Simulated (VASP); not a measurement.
Band structure of NbSi (relaxed from the wurtzite structure, space group P6_3/mmc). Method: PBEsol GGA, VASP's PBE PAW potentials (set 64) (plane waves; VASP 6.6.1).

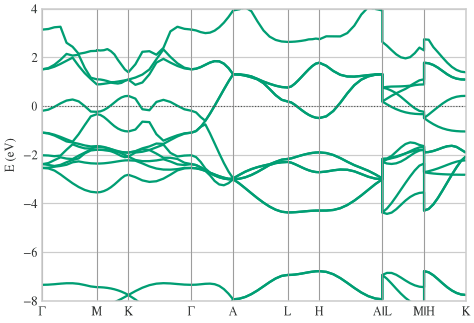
Fig. 1. Bands along high-symmetry lines, zero at the valence-band maximum or, without a gap, the Fermi level

Task: Read the plot: is there a gap, and where are the band edges?

Result: It has no gap at this level: it comes out as a metal or semimetal. (Edges off the drawn lines would not show.)

The structure was generated: NbSi was put into the wurtzite type (P6_3mc), which need not be its known phase. It was relaxed first, which changed the volume by -36 %. The relaxed cell has space group P6_3/mmc.
